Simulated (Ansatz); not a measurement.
# Work function of Pd(111): what the settings cost and change, part 2 of 2

How far do cutoff, k-mesh and smearing move the work function of Pd(111)?

Ansatz 0.2.0; plane-wave DFT, PBE, Ansatz PAW.

So far. Step 6 (Run): The work function is 5.172 eV, -0.049 eV from the run “cutoff 420 eV”, at 0.091 times its CPU time. Step 7 (Slab): The work function is 5.226 eV, +0.005 eV from the run “cutoff 420 eV”, at 0.23 times its CPU time.

## Step 8: Slab

input.yaml

```yaml
crystal:
  lattice:
    - [2.7506453788, 0.0, 0.0]
    - [1.3753226894, 2.3821287749, 0.0]
    - [0.0, 0.0, 31.4753552829]
  atoms:
    - { symbol: Pd, position: [0.0, 0.0, 0.2859379956] }
    - { symbol: Pd, position: [0.3333333333, 0.3333333333, 0.3572919971] }
    - { symbol: Pd, position: [0.6666666667, 0.6666666667, 0.4286459985] }
    - { symbol: Pd, position: [0.0, 0.0, 0.5] }
    - { symbol: Pd, position: [0.3333333333, 0.3333333333, 0.5713540015] }
    - { symbol: Pd, position: [0.6666666667, 0.6666666667, 0.6427080029] }
    - { symbol: Pd, position: [0.0, 0.0, 0.7140620044] }
kpoints:
  mp_grid: { grid: [11, 11, 1] }
hamiltonian:
  xc: pbe
scf:
  occupations: { method: fermi_dirac, width: 0.1 }
  convergence: { dr2_threshold: 1.0e-09 }
efield:
  axis: 3
  dipole_correction: true
  ramp_position: 0.97
  ramp_width: 0.06
output:
  write_potential: true
  write_density: true
  volumetric_format: npy
```

Command:

```bash
$ ansatz run input.yaml --threads 2 --pin off --max-ram 3072MiB --backend cpu --events-out ev --progress --plain --runs-dir out
```

Numbers of over 12 decimals in the logs are rounded to 6 here.

The log of the run:

```text
[...]
Crystal: 7 atoms, lattice volume = 206.239 Å³
Basis set: ecut = 420 eV, 4035 PW (Γ)
Bands: 76, of which v1, the nominal top of the filled ones, is band 63 counted from 1 (62 counted from 0)
Symmetry: 6 space group operations
k-points: 16 of 121 (time reversal used)
[...]
k-point 0: bands = [... 59 lower, 6.1992, 6.4578, 6.4578, 6.8116, 6.8116, 6.8604, 7.1188, 7.1188, ... 9 higher]
  k-point 1: bands = [... 59 lower, 6.2366, 6.2914, 6.4700, 6.4842, 6.6650, 6.8178, 7.1213, 7.1276, ... 9 higher]
  k-point 2: bands = [... 59 lower, 6.0320, 6.2772, 6.3186, 6.4956, 6.8248, 6.9748, 7.1450, 7.3089, ... 9 higher]
  k-point 15: bands = [... 59 lower, 7.0706, 7.1203, 7.2020, 7.2485, 12.5954, 12.6803, 12.8951, 13.1822, ... 9 higher]
[key lines of the parts left out:]
SCF converged after 13 iterations
Free energy (F): -48808.998571 eV
Fermi energy:    7.343342 eV
Dipole field:    D = 0.000002 V/Å  (p = 0.000002 e·Å, saw-weighted, corrected)
Work function:   Φ+ = 5.2101 eV   Φ− = 5.2102 eV
```

It took 34 s on 2 threads of AMD EPYC 7R43, shared host; peak memory 0.66 GiB; 47 s of CPU time.

The work function is 5.210 eV, -0.010 eV from the run “cutoff 420 eV”, at 0.49 times its CPU time.

## Step 9: Slab

input.yaml: that of step 8 with these lines changed.

```diff
@@ -14,3 +14,3 @@
 kpoints:
-  mp_grid: { grid: [11, 11, 1] }
+  mp_grid: { grid: [26, 26, 1] }
 hamiltonian:
```

The log of the run:

```text
[...]
Crystal: 7 atoms, lattice volume = 206.239 Å³
Basis set: ecut = 420 eV, 4035 PW (Γ)
Bands: 76, of which v1, the nominal top of the filled ones, is band 63 counted from 1 (62 counted from 0)
Symmetry: 6 space group operations
k-points: 70 of 676 (time reversal used)
[...]
k-point 0: bands = [... 59 lower, 6.1957, 6.4537, 6.4537, 6.8076, 6.8076, 6.8573, 7.1157, 7.1157, ... 9 higher]
  k-point 1: bands = [... 59 lower, 6.2284, 6.4037, 6.4564, 6.5701, 6.8089, 6.9685, 7.0085, 7.1174, ... 9 higher]
  k-point 2: bands = [... 59 lower, 6.2249, 6.2970, 6.4629, 6.5523, 6.7213, 6.8123, 7.0243, 7.1220, ... 9 higher]
  k-point 69: bands = [... 59 lower, 7.0156, 7.1008, 7.1464, 7.1801, 13.1063, 13.1221, 13.3759, 13.6173, ... 9 higher]
[key lines of the parts left out:]
SCF converged after 13 iterations
Free energy (F): -48809.032459 eV
Fermi energy:    7.329921 eV
Dipole field:    D = 0.000001 V/Å  (p = 0.000001 e·Å, saw-weighted, corrected)
Work function:   Φ+ = 5.2230 eV   Φ− = 5.2231 eV
```

Wall time 2.5 min (2 threads); peak memory 1.3 GiB.

The work function is 5.223 eV, +0.003 eV from the run “cutoff 420 eV”, at 2.2 times its CPU time.

## Step 10: Run

input.yaml: that of step 9 with these lines changed.

```diff
@@ -14,3 +14,3 @@
 kpoints:
-  mp_grid: { grid: [26, 26, 1] }
+  mp_grid: { grid: [17, 17, 1] }
 hamiltonian:
@@ -18,3 +18,3 @@
 scf:
-  occupations: { method: fermi_dirac, width: 0.1 }
+  occupations: { method: gaussian, width: 0.05 }
   convergence: { dr2_threshold: 1.0e-09 }
```

The log of the run:

```text
[...]
Crystal: 7 atoms, lattice volume = 206.239 Å³
Basis set: ecut = 420 eV, 4035 PW (Γ)
Bands: 76, of which v1, the nominal top of the filled ones, is band 63 counted from 1 (62 counted from 0)
Symmetry: 6 space group operations
k-points: 33 of 289 (time reversal used)
[...]
k-point 0: bands = [... 59 lower, 6.2039, 6.4628, 6.4628, 6.8177, 6.8177, 6.8662, 7.1239, 7.1239, ... 9 higher]
  k-point 1: bands = [... 59 lower, 6.2237, 6.2885, 6.4687, 6.6128, 6.8206, 6.8476, 6.9702, 7.1277, ... 9 higher]
  k-point 2: bands = [... 59 lower, 6.1986, 6.2534, 6.3607, 6.4813, 6.6834, 6.8266, 7.1374, 7.2878, ... 9 higher]
  k-point 32: bands = [... 59 lower, 7.0529, 7.1034, 7.1725, 7.2105, 12.9281, 12.9617, 13.1899, 13.4538, ... 9 higher]
[key lines of the parts left out:]
SCF converged after 14 iterations
Free energy (F): -48808.763678 eV
Fermi energy:    7.303554 eV
Dipole field:    D = 0.000001 V/Å  (p = 0.000001 e·Å, saw-weighted, corrected)
Work function:   Φ+ = 5.2431 eV   Φ− = 5.2432 eV
```

Elapsed: 61 s, on 2 threads; peak memory 0.84 GiB.

The work function is 5.243 eV, +0.023 eV from the run “cutoff 420 eV”, at 0.94 times its CPU time.

## Step 11: Slab

input.yaml: that of step 10 with these lines changed.

```diff
@@ -18,3 +18,3 @@
 scf:
-  occupations: { method: gaussian, width: 0.05 }
+  occupations: { method: methfessel_paxton, width: 0.2 }
   convergence: { dr2_threshold: 1.0e-09 }
```

The log of the run:

```text
[...]
Crystal: 7 atoms, lattice volume = 206.239 Å³
Basis set: ecut = 420 eV, 4035 PW (Γ)
Bands: 76, of which v1, the nominal top of the filled ones, is band 63 counted from 1 (62 counted from 0)
Symmetry: 6 space group operations
k-points: 33 of 289 (time reversal used)
[...]
k-point 0: bands = [... 59 lower, 6.2012, 6.4601, 6.4601, 6.8148, 6.8148, 6.8628, 7.1234, 7.1234, ... 9 higher]
  k-point 1: bands = [... 59 lower, 6.2194, 6.2840, 6.4657, 6.6124, 6.8177, 6.8475, 6.9675, 7.1271, ... 9 higher]
  k-point 2: bands = [... 59 lower, 6.1988, 6.2485, 6.3603, 6.4778, 6.6806, 6.8236, 7.1366, 7.2829, ... 9 higher]
  k-point 32: bands = [... 59 lower, 7.0487, 7.0994, 7.1656, 7.2063, 12.9194, 12.9552, 13.1866, 13.4521, ... 9 higher]
[key lines of the parts left out:]
SCF converged after 13 iterations
Free energy (F): -48808.768956 eV
Fermi energy:    7.305067 eV
Dipole field:    D = -0.000000 V/Å  (p = -0.000000 e·Å, saw-weighted, corrected)
Work function:   Φ+ = 5.2448 eV   Φ− = 5.2448 eV
```

It took 67 s on 2 threads; peak memory 0.83 GiB; 1.7 min of CPU time.

The work function is 5.245 eV, +0.024 eV from the run “cutoff 420 eV”, at 1.1 times its CPU time.

## Step 12: Slab

input.yaml: that of step 11 with these lines changed.

```diff
@@ -18,3 +18,3 @@
 scf:
-  occupations: { method: methfessel_paxton, width: 0.2 }
+  occupations: { method: fermi_dirac, width: 0.3 }
   convergence: { dr2_threshold: 1.0e-09 }
```

The log of the run:

```text
band count auto-derived: 82 (N_el = 126.0; filled up to band 63; 76 by the electrons, moments and atoms)
[...]
Crystal: 7 atoms, lattice volume = 206.239 Å³
Basis set: ecut = 420 eV, 4035 PW (Γ)
Bands: 82, of which v1, the nominal top of the filled ones, is band 63 counted from 1 (62 counted from 0)
Symmetry: 6 space group operations
[...]
k-point 0: bands = [... 59 lower, 6.1526, 6.4069, 6.4069, 6.7570, 6.7570, 6.8279, 7.0613, 7.0613, ... 15 higher]
  k-point 1: bands = [... 59 lower, 6.1737, 6.2378, 6.4135, 6.5471, 6.7603, 6.7876, 6.9251, 7.0656, ... 15 higher]
  k-point 2: bands = [... 59 lower, 6.1345, 6.2042, 6.3024, 6.4277, 6.6353, 6.7671, 7.0765, 7.2404, ... 15 higher]
  k-point 32: bands = [... 59 lower, 7.0080, 7.0666, 7.1311, 7.1745, 12.8916, 12.9241, 13.1538, 13.4235, ... 15 higher]
[key lines of the parts left out:]
SCF converged after 12 iterations
Free energy (F): -48810.388749 eV
Fermi energy:    7.461798 eV
Dipole field:    D = 0.000000 V/Å  (p = 0.000000 e·Å, saw-weighted, corrected)
Work function:   Φ+ = 5.1216 eV   Φ− = 5.1217 eV
```

Elapsed: 66 s, on 2 threads; peak memory 0.9 GiB; 1.9 min of CPU time.

The work function is 5.122 eV, -0.099 eV from the run “cutoff 420 eV”, at 1.2 times its CPU time.

## Step 13: Run

input.yaml: that of step 12 with these lines changed.

```diff
@@ -18,3 +18,3 @@
 scf:
-  occupations: { method: fermi_dirac, width: 0.3 }
+  occupations: { method: cold, width: 0.1 }
   convergence: { dr2_threshold: 1.0e-09 }
```

The log of the run:

```text
[...]
Crystal: 7 atoms, lattice volume = 206.239 Å³
Basis set: ecut = 420 eV, 4035 PW (Γ)
Bands: 76, of which v1, the nominal top of the filled ones, is band 63 counted from 1 (62 counted from 0)
Symmetry: 6 space group operations
k-points: 33 of 289 (time reversal used)
[...]
k-point 0: bands = [... 59 lower, 6.2086, 6.4668, 6.4668, 6.8220, 6.8220, 6.8686, 7.1288, 7.1288, ... 9 higher]
  k-point 1: bands = [... 59 lower, 6.2279, 6.2925, 6.4726, 6.6175, 6.8249, 6.8523, 6.9737, 7.1327, ... 9 higher]
  k-point 2: bands = [... 59 lower, 6.2033, 6.2574, 6.3650, 6.4850, 6.6872, 6.8309, 7.1423, 7.2915, ... 9 higher]
  k-point 32: bands = [... 59 lower, 7.0566, 7.1077, 7.1760, 7.2145, 12.9306, 12.9647, 13.1934, 13.4575, ... 9 higher]
[key lines of the parts left out:]
SCF converged after 13 iterations
Free energy (F): -48808.748737 eV
Fermi energy:    7.312164 eV
Dipole field:    D = -0.000001 V/Å  (p = -0.000002 e·Å, saw-weighted, corrected)
Work function:   Φ+ = 5.2310 eV   Φ− = 5.2310 eV
```

The job ended after 55 s (2 threads; peak memory 0.83 GiB; 94 s of CPU time).

The work function is 5.231 eV, +0.011 eV from the run “cutoff 420 eV”, at 0.98 times its CPU time.

## Step 14: Comparing the runs

Times are for 2 threads of AMD EPYC 7R43, shared host. The runs compared:

| no. | setting | work function, upper face (eV) | time | memory (GiB) |
| --- | --- | --- | --- | --- |
| 1 | cutoff 200 eV | 6.002 | 51 s | 0.49 |
| 2 | cutoff 300 eV | 5.232 | 65 s | 0.61 |
| 3 | cutoff 420 eV | 5.220 | 77 s | 0.84 |
| 4 | cutoff 600 eV | 5.220 | 1.9 min | 1.2 |
| 5 | mesh 3x3 | 5.172 | 6.9 s | 0.49 |
| 6 | mesh 6x6 | 5.226 | 17 s | 0.53 |
| 7 | mesh 11x11 | 5.210 | 34 s | 0.66 |
| 8 | mesh 26x26 | 5.223 | 2.5 min | 1.3 |
| 9 | Gaussian smearing 0.05 eV | 5.243 | 61 s | 0.84 |
| 10 | methfessel_paxton smearing 0.2 eV | 5.245 | 67 s | 0.83 |
| 11 | fermi_dirac smearing 0.3 eV | 5.122 | 66 s | 0.9 |
| 12 | cold smearing 0.1 eV | 5.231 | 55 s | 0.83 |

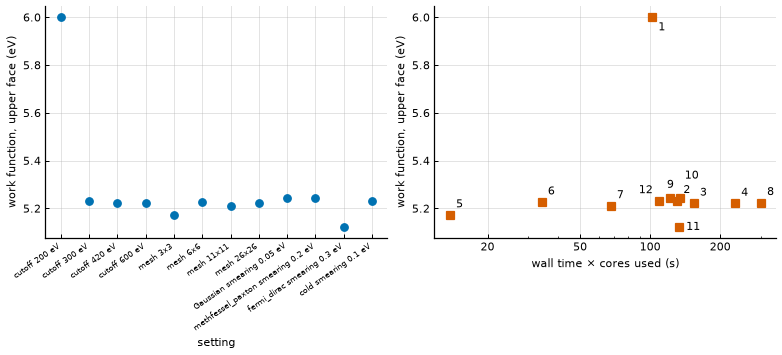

The series as plots; the last panel sets the first result against cost, with the runs numbered as in the table.

## Step 15: Varying the input

An input spoilt on purpose, to show how the run answers: it repeats the earlier run “cutoff 200 eV” with scf.occupations from method: fermi_dirac, width: 0.1 removed, and scf.max_iter set to 80; its output block differs too.

input.yaml: that of step 13 with these lines changed.

```diff
@@ -18,4 +18,4 @@
 scf:
-  occupations: { method: cold, width: 0.1 }
   convergence: { dr2_threshold: 1.0e-09 }
+  max_iter: 80
 efield:
@@ -25,2 +25,4 @@
   ramp_width: 0.06
+basis:
+  ecutwfc: "200 eV"
 output:
```

The log of the run:

```text
Error: YAML parse error: `scf.occupations.method` is required: fixed only where the cell keeps a band gap throughout the run, explicit beside scf.occupations.values (under evaluate: without them), else a smearing such as fermi_dirac (scf.occupations.width is optional; its entry in the input reference gives the default)
```

Elapsed: 0.03 s, on 2 threads; peak memory 0.06 GiB.

The program refused the input before any cycle.

The program's message: “Error: YAML parse error: `scf.occupations.method` is required: fixed only where the cell keeps a band gap throughout the run, explicit beside scf.occupations.values (under evaluate: without them), els …”

The fault put into the input: no occupation method.

## Step 16: Summary of results

* work function, cutoff 200 eV: 6.002 eV
* work function, cutoff 420 eV: 5.220 eV
* work function, cutoff 600 eV: 5.220 eV
* work function, fermi_dirac smearing 0.3 eV: 5.122 eV

What this shows: The run at the highest cutoff gives 5.22 eV, and the settings tried spread the value from 5.12 to 6.00 eV. Against 600 eV, a cutoff of 200 eV is off by +0.781 eV. Against 600 eV, a cutoff of 420 eV is off by +0.000 eV. Against the finest mesh, 26 points along a, the coarser ones are off by -0.05 (3), +0.00 (6) and -0.01 (11) eV. The smearing schemes and widths spread it over 0.12 eV. The program marks the value as in doubt in “cutoff 200 eV”. The ladder's slabs use the tabulated experimental lattice constant (two decimals; a low-temperature value for the alkali metals). In 1 run of the series (cutoff 200 eV) the program warns that electrons reach the sawtooth's ramp, which makes dipole and work function less sure.

Computed beside measured:

| quantity | measured | cutoff 600 eV |
| --- | --- | --- |
| work function (clean (111) face, a compiled value) (eV) | 5.67 | 5.22 (-0.45 eV) |

Measured values from arxiv:1902.07811 (2019).

How well it matches: The work function is off by -0.45 eV: a clear miss. The grades are ours: good and fair within 3 and 7 % for the work function. No cell relaxation is part of this session.

[Logs are printed without paths, hosts, clocks, repeated set-up lines and the standing remarks that a program may print on its own settings, such as how far it seeks lower states.]

[Hosts, paths, dates, database ids (printed as entryN), source tags and the programs' standing remarks are cut or masked in the printed files.]

[Maps of the electrostatic potential energy from Ansatz leave out the sawtooth potential of an applied field or a dipole correction, so their vacuum need not be flat; planar profiles and work functions include it.]
